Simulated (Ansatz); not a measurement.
# Lattice dynamics of AlIr (Pm-3m), part 2 of 2

Wanted: phonon frequencies of AlIr (Pm-3m) and what follows from them.

Ansatz 0.2.0; DFT PBEsol, scalar-relativistic, plane waves, PAW.

So far. Step 3 (Tight relaxation): The forces vanish by symmetry and the pressure is 0.000 GPa, within the tolerances set. The cell now holds 13.35 Å³/atom. The relaxed cell has a = 2.989 Å (conventional setting).

**4. Modes at Γ**

The zone centre comes first: it holds the modes that light can see, as far as symmetry allows. No field response is asked, since the mesh shows no gap.

The input, input.yaml:

```yaml
crystal:
  lattice:
    - [2.9888346127, 0.0, 0.0]
    - [0.0, 2.9888346127, 0.0]
    - [0.0, 0.0, 2.9888346127]
  atoms:
    - { symbol: Al, position: [0.0, 0.0, 0.0] }
    - { symbol: Ir, position: [0.5, 0.5, 0.5] }
kpoints:
  mp_grid: { grid: [12, 12, 12] }
hamiltonian:
  xc: pbesol
scf:
  occupations: { method: methfessel_paxton, width: 0.15 }
output:
  eigenvalues: true
phonons:
  method: dfpt
```

Run with:

```sh
ansatz run input.yaml --threads 4 --pin off --max-ram 7168MiB --backend cpu --events-out ev --progress --plain --runs-dir out
```

Numbers of over 12 decimals in the logs are rounded to 6 here.

Log:

```text
[...]
Crystal: 2 atoms, lattice volume = 26.700 Å³
Basis set: ecut = 420 eV, 485 PW (Γ), exchange–correlation on 40×40×40 points (8 copies of the dense FFT grid, shifted against one another)
Bands: 14, of which v1, the nominal top of the filled ones, is band 10 counted from 1 (9 counted from 0)
Symmetry: 48 space group operations
k-points: 196 of 1728 (irreducible under 8 space group operations, time reversal used)
[...]
SCF iter   1: F=—  HF=-12325.434390 eV  |F-HF|=—  |Δ(HF+E_count)|=         —  Δρ=3.57e-3  dr2=1.70e-3  ethr=1.77e-3  ⟨swp⟩=4.2  Hψ=12739  notcnv=0
[...]
SCF iter   6: F=-12325.434310 eV  HF=-12325.434310 eV  |F-HF|=1.82e-12  |Δ(HF+E_count)|=  3.82e-11  S|Δr|=    0.00e0  Δρ=1.95e-7  dr2=1.78e-12  ethr=1.00e-12  ⟨swp⟩=5.3  Hψ=11162  notcnv=0
SCF 1 converged in 6 iterations: F = -12325.434310 eV  dr2 = 1.78e-12
[...]
DFPT response loops at Γ: preconditioner auto → Kerker (q_TF=auto, 2.600 Å⁻¹) (partly filled bands, converged f_vac=0.000); β = 1.00, the filter's whole step (`scf.mixing.beta` (0.50) is not read by the response loops under this deck's `scf.mixing.preconditioner`; to damp them name `kerker` or `kerker_dos`, under which they read `scf.mixing.beta`, and type it under 1.00, their step now; both keys bind the ground state too); Broyden in place of MSR1
SCF converged after 6 iterations
[...]
Free energy (F): -12325.434310 eV
[...]
Internal energy: -12325.436333 eV  (E = F + TS)
E sigma→0 (E₀):  -12325.434815 eV
Entropy (-TS):   0.002023 eV (1.011 meV/atom)
Fermi energy:    19.022398 eV
Step filling:    the computed levels leave a gap of 0.0000 eV = 0.0 smearing widths at the electron count; against every level under it full and every level over it empty, smearing changes F+E_penalty+E_count by +0.715 meV and its σ→0 estimate by +0.210 meV
[...]
--- Band table (eV; the first three rows and the last of 196) ---
  k-point 0: bands = [... 6 lower, 13.0591, 17.1656, 17.1656, 17.1656, 23.2053, 23.2053, 23.2053, 28.8319]
  k-point 1: bands = [... 6 lower, 13.1166, 16.9813, 16.9813, 17.1840, 22.5314, 23.4920, 23.4920, 28.4526]
  k-point 2: bands = [... 6 lower, 13.2368, 16.5389, 16.5389, 17.2349, 21.2145, 24.2398, 24.2398, 27.5510]
  k-point 195: bands = [... 6 lower, 12.1536, 18.8228, 18.8228, 20.0017, 20.9500, 20.9500, 20.9500, 25.5268]
--- Phonons (Γ-DFPT): 2 representative perturbations + reference, on 196 of 1728 k-points (Σ response iterations 6) ---
  k mesh reduced under 8 symmetry operations, with k and −k counted as one. Each operation leaves every solved perturbation unchanged. A smaller set is not used because it would not reduce the number of displacements times k-points to solve
  ASR residual: 1.221e-4 → 0.000e0 eV/Å²; symmetrization residual: 6.560e-6 eV/Å²
  ASR residual per site (eV/Å²): 1.22e-4 1.31e-5
  Γ frequencies (cm⁻¹): 0.00 0.00 0.00 292.50 292.50 292.50
  non-analytic LO–TO correction: not included (Born effective charges unavailable; polar crystals: no LO–TO splitting at Γ)
```

It took 4.2 s on 4 threads of Arm Neoverse V2, shared host; peak memory 0.49 GiB; 14 s of CPU time.

Numbers from this step:

* sum-rule residual before enforcement: 1.22e-4 eV/Å²
* point group: m-3m
* highest optical mode at the zone centre (no LO-TO term): 292.5 cm⁻¹
* lowest optical zone-centre mode: 292.5 cm⁻¹

Patterns of degenerate modes are one choice out of their space. Modes at Γ, with each element's share of the kinetic energy:

```
mode  frequency (cm⁻¹)  symmetry  Al %  Ir %
   1               0.0  acoustic    12    88
   2               0.0  acoustic    12    88
   3               0.0  acoustic    12    88
   4             292.5       T1u    88    12
   5             292.5       T1u    88    12
   6             292.5       T1u    88    12
```

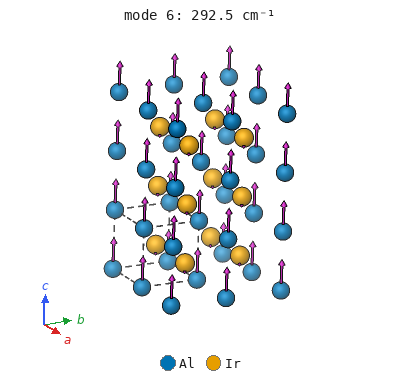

Displacement patterns of mode 6 at Γ; arrows are exaggerated. 2×2×3 cells are drawn. Some periodic images of atoms are drawn too.

Before it was imposed, the acoustic sum rule was missed by 1.2e-4 eV/Å². Small misses are needed for a sound result but don't prove that mesh and cutoff are converged. The lowest optical mode is real, 292 cm⁻¹.

**5. Response at finite wavevector**

Stability and thermal properties need the whole zone. Linear response on a 4×4×4 q mesh gives force constants as far as a supercell of that size would.

input.yaml, as its differences from that of step 4:

```diff
@@ -18 +18,8 @@
   method: dfpt
+  qmesh: [4, 4, 4]
+  temperatures: { t_max: 1000, t_step: 50 }
+  qpath:
+    path:
+      - [[0.0, 0.0, 0.0], [0.0, 0.5, 0.0], [0.5, 0.5, 0.0], [0.0, 0.0, 0.0], [0.5, 0.5, 0.5], [0.0, 0.5, 0.0]]
+      - [[0.5, 0.5, 0.5], [0.5, 0.5, 0.0]]
+    npoints: 10
```

Log:

```text
[...]
Crystal: 2 atoms, lattice volume = 26.700 Å³
Basis set: ecut = 420 eV, 485 PW (Γ), exchange–correlation on 40×40×40 points (8 copies of the dense FFT grid, shifted against one another)
Bands: 14, of which v1, the nominal top of the filled ones, is band 10 counted from 1 (9 counted from 0)
Symmetry: 48 space group operations
k-points: 84 of 1728
[...]
SCF iter   1: F=—  HF=-12325.434389 eV  |F-HF|=—  |Δ(HF+E_count)|=         —  Δρ=3.56e-3  dr2=1.70e-3  ethr=1.77e-3  ⟨swp⟩=4.2  Hψ=5479  notcnv=0
[...]
SCF iter   6: F=-12325.434310 eV  HF=-12325.434310 eV  |F-HF|=3.64e-12  |Δ(HF+E_count)|=  3.64e-11  S|Δr|=    0.00e0  Δρ=1.93e-7  dr2=1.73e-12  ethr=1.00e-12  ⟨swp⟩=5.3  Hψ=4779  notcnv=0
SCF 1 converged in 6 iterations: F = -12325.434310 eV  dr2 = 1.73e-12
[...]
SCF iter   1: F=—  HF=-12325.434310 eV  |F-HF|=—  |Δ(HF+E_count)|=         —  Δρ=2.39e-7  dr2=9.98e-12  ethr=4.15e-9  ⟨swp⟩=3.2  Hψ=9176  notcnv=0
eigensolver tolerance schedule: the retry pair's looser diagonalisation over-reported the residual by 83170.45 of it (diagonalisation noise at 0.13 of the residual, at the tolerance the schedule requests for it); recorded, not acted on — ethr = c·dr2/N_el stays at c = 1.0e-1
[...]
SCF iter   2: F=-12325.434310 eV  HF=-12325.434310 eV  |F-HF|=5.46e-12  |Δ(HF+E_count)|=   6.91e-8  S|Δr|=    0.00e0  Δρ=1.38e-7  dr2=2.75e-12  ethr=1.00e-12  ⟨swp⟩=5.8  Hψ=4734  notcnv=0
SCF 2 converged in 2 iterations: F = -12325.434310 eV  dr2 = 2.75e-12
phonons: the bands overlap, so this run is a metal and interpolates without the dipole-dipole term. If the crystal is really an insulator or semiconductor, its LO-TO splitting is missing
NSCF: frozen V_eff on 84 k-points
[...]
DFPT response loops at q = (0, 0, 0) (fractional): preconditioner auto → Kerker (q_TF=auto, 2.600 Å⁻¹) (partly filled bands, converged f_vac=0.000); β = 1.00, the filter's whole step (`scf.mixing.beta` (0.50) is not read by the response loops under this deck's `scf.mixing.preconditioner`; to damp them name `kerker` or `kerker_dos`, under which they read `scf.mixing.beta`, and type it under 1.00, their step now; both keys bind the ground state too); Broyden in place of MSR1
[...]
SCF converged after 6 iterations
[...]
Free energy (F): -12325.434310 eV
[...]
Internal energy: -12325.436333 eV  (E = F + TS)
E sigma→0 (E₀):  -12325.434815 eV
Entropy (-TS):   0.002023 eV (1.011 meV/atom)
Fermi energy:    19.022398 eV
[...]
--- Band table (eV; the first three rows and the last of 84) ---
  k-point 0: bands = [... 6 lower, 13.0591, 17.1656, 17.1656, 17.1656, 23.2053, 23.2053, 23.2053, 28.8319]
  k-point 1: bands = [... 6 lower, 13.1166, 16.9813, 16.9813, 17.1840, 22.5314, 23.4920, 23.4920, 28.4526]
  k-point 2: bands = [... 6 lower, 13.2368, 16.5389, 16.5389, 17.2349, 21.2145, 24.2398, 24.2398, 27.5510]
  k-point 83: bands = [... 6 lower, 12.1536, 18.8228, 18.8228, 20.0017, 20.9500, 20.9500, 20.9500, 25.5268]
--- Phonons (Γ-DFPT): 2 representative perturbations + reference (Σ response iterations 6) ---
  ASR residual: 1.176e-4 → 0.000e0 eV/Å²; symmetrization residual: 4.730e-6 eV/Å²
  ASR residual per site (eV/Å²): 1.18e-4 1.20e-5
  Γ frequencies (cm⁻¹): 0.00 0.00 0.00 292.50 292.50 292.50
--- Phonons (arbitrary-q DFPT): 10 irreducible q on the 4×4×4 mesh ---
  q = [0.0000, 0.0000, 0.0000] (star 1, of the zone-centre solve; hermiticity 1.27e-6, symmetrization 1.01e-12): 0.00 0.00 0.00 292.50 292.50 292.50
  q = [0.0000, 0.0000, 0.2500] (star 6, 4 solved perturbations in 1848 linear systems a pass and spin channel, the states on 588 of 1728 k-point pairs; hermiticity 1.86e-7, symmetrization 3.66e-12): 78.88 78.88 130.69 295.71 295.71 390.74
[...]
q = [0.0000, 0.2500, -0.5000] (star 12, 6 solved perturbations on 588 of 1728 k-point pairs; hermiticity 2.73e-7, symmetrization 1.37e-7): 116.33 128.81 154.22 287.60 325.94 381.57
[...]
sum rule: each row above includes the acoustic sum rule's correction from the zone centre's row sums; it moved no ω² by more than (1.09 cm⁻¹)²
  mesh force constants: q→R imaginary residual 2.19e-18; ASR residual 1.176e-4 → 0.000e0 eV/Å²; symmetrization residual 7.105e-15 eV/Å²
  interpolated dispersion: 62 rows × 6 modes
  density of states and harmonic sums: on the 24×24×24 q-mesh, interpolated from the force constants of a 4×4×4 supercell (no non-analytic term)
  largest difference from the sums on the solved wave vectors: F 1.17e-2 eV, S 1.57e-5 and C_V 4.02e-6 eV/K
  zero-point energy: 0.085250 eV/cell   skipped modes (ω ≤ 0): 3   left out of the sums: 3.62e-5 of the cell's modes: C_V's classical limit lies that fraction below 3 k_B per atom; for a crystal, a wire or a layer, F and S can be off by more, and a phonons.interpolated_qmesh denser along its periods is the remedy for the sampling
```

Run time: 1.7 min. Hardware: 4 threads; peak memory 1.2 GiB.

This step gave:

* sum-rule residual before enforcement: 1.18e-4 eV/Å²
* lowest frequency on the path: 0 cm⁻¹
* highest frequency on the path or at a solved wavevector: 442.6 cm⁻¹
* mean frequency: 229.2 cm⁻¹
* Debye temperature (second moment): 469 K
* logarithmic mean frequency: 202.5 cm⁻¹
* lowest mode on the q mesh (acoustic modes at Γ apart): 78.88 cm⁻¹
* zero-point energy per atom: 42.63 meV
* heat capacity at 300 K: 22.22 J/(mol atoms K)
* vibrational entropy at 300 K: 27.11 J/(mol atoms K)
* edges of the widest gap between branches, on path and mesh: 176.4, 275 cm⁻¹

Frequencies (cm⁻¹) solved at each irreducible wavevector; negative means imaginary. Frequencies by wavevector, by row:

```
q in reciprocal lattice units  star  mode 1  mode 2  mode 3  mode 4  mode 5  mode 6
                        0 0 0     1       0       0       0   292.5   292.5   292.5
                     0 0 0.25     6    78.9    78.9   130.7   295.7   295.7   390.7
                     0 0 -0.5     3   111.1   111.1   176.4   300.9   300.9   442.6
                  0 0.25 0.25    12    97.6   103.1   147.1   290.9   322.5   369.5
                  0 0.25 -0.5    12   116.3   128.8   154.2   287.6   325.9   381.6
                  0 -0.5 -0.5     3   124.3   138.7   138.7     275     345     345
               0.25 0.25 0.25     8   122.1   122.1     150     322     322   345.2
               0.25 0.25 -0.5    12   133.3   135.2   148.9   315.4   324.2   359.6
               0.25 -0.5 -0.5     6   133.4   152.4   152.4   315.3   345.9   345.9
               -0.5 -0.5 -0.5     1     165     165     165   348.7   348.7   348.7
```

Interpolated from a 4×4×4 q mesh. Phonon branches along the path, in cm⁻¹:

```
    point  branch 1  branch 2  branch 3  branch 4  branch 5  branch 6
        Γ         0         0         0       292       292       292
        X       111       111       176       301       301       443
        M       124       139       139       275       345       345
        Γ         0         0         0       292       292       292
        R       165       165       165       349       349       349
        X       111       111       176       301       301       443
jump to R       165       165       165       349       349       349
        M       124       139       139       275       345       345
```

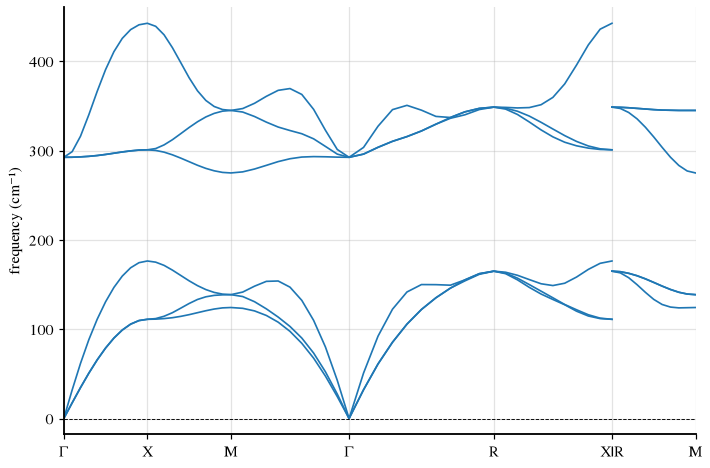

Phonon branches along the path.

The phonon density of states has structure finer than the step of the table below, so its rows give means over 20 cm⁻¹, whole bins alone (the curve runs from 2.5 to 442 cm⁻¹). Peaks (cm⁻¹: height): 122.5: 0.0543, 152.5: 0.0883, 297.5: 0.0541, 347.5: 0.0433.

Tetrahedra on a 24×24×24 mesh, mean over bins of 5 cm-1. Interpolated from a 4×4×4 q mesh. The phonon density of states by wavenumber; means over each step:

```
wavenumber (cm⁻¹)  phonon density of states (1/cm⁻¹/cell)
               20                                  2.3e-4
               40                                 0.00107
               60                                 0.00293
               80                                 0.00712
              100                                  0.0198
              120                                  0.0453
              140                                  0.0416
              160                                  0.0310
              180                                  8.5e-4
              200                                       0
              220                                       0
              240                                       0
              260                                  6.2e-7
              280                                 0.00831
              300                                  0.0408
              320                                  0.0320
              340                                  0.0302
              360                                  0.0204
              380                                 0.00966
              400                                 0.00506
              420                                 0.00287
```

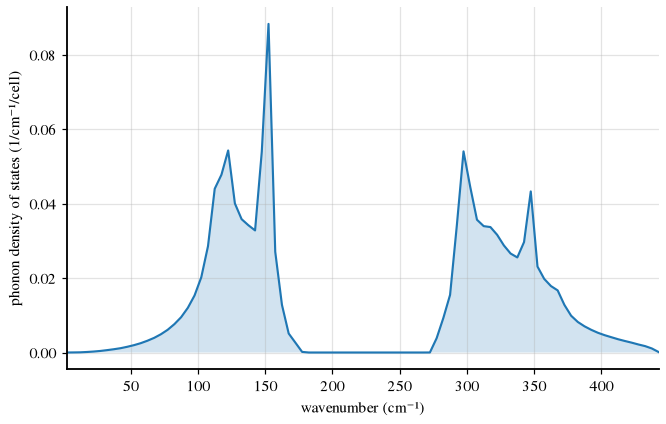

Phonon density of states against wavenumber.

The partial phonon density of states has structure finer than the step of the table below, so its rows give means over 50 cm⁻¹, whole bins alone (the curve runs from -10 to 465 cm⁻¹). Peaks (cm⁻¹: height): Al 297.9: 0.0471, 345.8: 0.0370; Ir 121.5: 0.0494, 151.4: 0.0689.

Phonopy on the run's constants, 19x19x19 mesh, Gaussian sigma 3.4 cm-1. Interpolated from a 4×4×4 q mesh. Table of partial phonon density of states by wavenumber; means over each step; values in 1/cm⁻¹/cell:

```
wavenumber (cm⁻¹)       Al       Ir
               50   2.0e-4  0.00199
              100   8.4e-4   0.0232
              150  0.00131   0.0322
              200   1.5e-6   9.8e-5
              250   1.3e-4   1.0e-7
              300   0.0281  0.00124
              350   0.0234  0.00106
              400  0.00540   7.3e-5
```

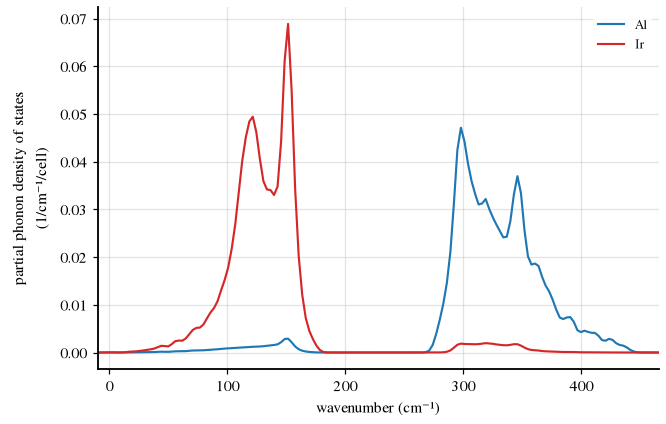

Partial phonon density of states against wavenumber.

Second derivatives of the energy by pair, one row for each kind of neighbour of each atom listed. Each entry sums the pair over the periodic images of the supercell that the q mesh stands for, and in a polar crystal it holds the long-range dipole part too. Force constants by pair, by row:

```
atom  neighbour  distance (Å)  third of the trace (eV/Å²)  along the pair's line (eV/Å²)
 Al1     itself             0                       10.61                              –
 Al1         Ir         2.588                     -0.9789                         -2.843
 Al1         Al         2.989                     -0.0834                         -1.156
 Al1         Al         4.227                     -0.0499                        -0.3765
 Al1         Ir         4.956                      0.0055                         0.1119
 Al1         Al         5.177                     -0.2043                        -0.5393
 Al1         Al         5.978                       0.048                        -0.1012
 Al1         Ir         6.514                       0.008                         0.0264
 Al1         Al         6.683                     -0.0049                        -0.0484
 Ir2     itself             0                       14.45                              –
 Ir2         Al         2.588                     -0.9789                         -2.843
 Ir2         Ir         2.989                     -0.9112                         -2.988
 Ir2         Ir         4.227                     -0.1267                        -0.3959
 Ir2         Al         4.956                      0.0055                         0.1119
 Ir2         Ir         5.177                      0.0383                         0.0823
 Ir2         Ir         5.978                      0.0665                         0.1952
 Ir2         Al         6.514                       0.008                         0.0264
 Ir2         Ir         6.683                     -0.0528                        -0.1449
```

Harmonic thermodynamic functions per atom, from the density of states. Interpolated from a 4×4×4 q mesh. Thermodynamic functions, by row:

```
T (K)  F_vib (meV/atom)  S (J/mol-atom/K)  C_V (J/mol-atom/K)
    0             42.63                 0                   0
   50             42.39             1.851               4.764
  100             40.01             7.515               11.98
  200             26.27             18.59               19.55
  300              2.39             27.11               22.22
  400            -29.25             33.67               23.34
  500            -66.97             38.95               23.89
  600            -109.7             43.33                24.2
  700            -156.6             47.08               24.39
  800            -207.1             50.35               24.52
  900            -260.8             53.24               24.61
 1000            -317.4             55.84               24.67
```

Harmonic mean-square displacement, third of the trace. Interpolated from a 4×4×4 q mesh. Mean square displacements, by row:

```
T (K)  Al1 U_eq (Å²)  Ir2 U_eq (Å²)
    0        0.00205        7.10e-4
  100        0.00226        0.00109
  300        0.00384        0.00274
  600        0.00697        0.00538
```

Symmetry leaves 10 wavevectors to solve. The lowest mode among them, the acoustic zeros apart, lies at q = (0, 0, 0.25) and is real, 78.9 cm⁻¹.

**6. Results**

```json
{
 "space group after relaxation (within 0.01 Å)": "Pm-3m",
 "volume per atom": "13.3 Å³",
 "electronic character": "no gap on this mesh",
 "highest optical mode at the zone centre (no LO-TO term)": "292 cm⁻¹",
 "lowest optical zone-centre mode": "292 cm⁻¹",
 "lowest mode on the q mesh (acoustic modes at Γ apart)": "78.9 cm⁻¹",
 "highest frequency on the path or at a solved wavevector": "443 cm⁻¹",
 "zero-point energy per atom": "42.6 meV",
 "heat capacity at 300 K": "22.2 J/(mol atoms K)",
 "vibrational entropy at 300 K": "27.1 J/(mol atoms K)",
 "Debye temperature (second moment)": "469 K",
 "imaginary modes on the 4×4×4 q mesh": "none"
}
```

In words: The structure is a minimum as far as tested: no mode is imaginary at the 10 irreducible wavevectors of the 4×4×4 mesh, and the softest away from the acoustic zeros lies at 79 cm⁻¹. The optical modes at Γ form one degenerate level at 292 cm⁻¹. The highest mode in this list at Γ, 292.5 cm⁻¹, is mostly motion of Al (88 % of the kinetic energy). On the path and the mesh, the widest gap between branches runs from 176 to 275 cm⁻¹. With no gap, or one that is small against the smearing, the frequencies hang on the k mesh and the smearing, most of all near Kohn anomalies. Spin-orbit coupling is left out, which can matter for the heavy elements here. These are harmonic frequencies at zero temperature: anharmonic shifts, linewidths and thermal expansion are left out.

[Logs are printed without paths, hosts, clocks, repeated set-up lines and the standing remarks that a program may print on its own settings, such as how far it seeks lower states.]

[Hosts, paths, dates, database ids (printed as entryN), source tags and the programs' standing remarks are cut or masked in the printed files.]
